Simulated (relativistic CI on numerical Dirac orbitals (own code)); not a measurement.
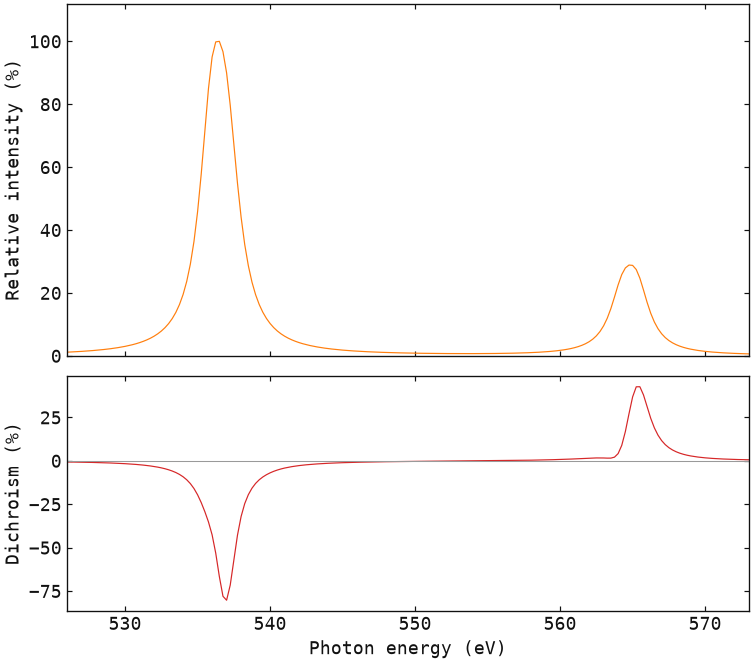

Computed core-level spectrum (absorption) of an ion of charge +2 in a field of D4h symmetry with 10Dq = 19,700, Ds = 1,860, Dt = 60 cm⁻¹. Multiplet model: relativistic Dirac–Coulomb–Breit theory, one configuration a step, Slater integrals scaled by 0.7, 300 K, Voigt broadening (Lorentzian 2 eV, Gaussian 0.4 eV full widths), computed with a radial Dirac CI code. Dichroism is for the ground state at zero temperature, magnetised by an exchange field of 10 meV on Sz.

Q: Which element and which edge or line is it?

A: M₂,₃ X-ray absorption of Pd²⁺, initial configuration [Kr] 4d⁸. The main maxima lie at 536.4 eV (100) and 564.8 eV (29), heights in % of the largest; the centroid is at 542.7 eV. The lower edge holds 0.78 of the intensity (branching ratio, edges parted at 552 eV), and the core spin-orbit splitting of the orbitals is 28.3 eV. The ground state has S = 1.00. The circular dichroism (Δm = −1 less Δm = +1) is largest at 537.0 eV, −80 % of the isotropic maximum; its integrals over the lower and upper edge are −0.162 and 0.074 of the sum over the three polarisations. The magnetised ground state has ⟨Lz⟩ = −0.29 and ⟨Sz⟩ = −0.99.

Caveat: free-ion energies, so absolute edge positions are off by a few eV from solids.
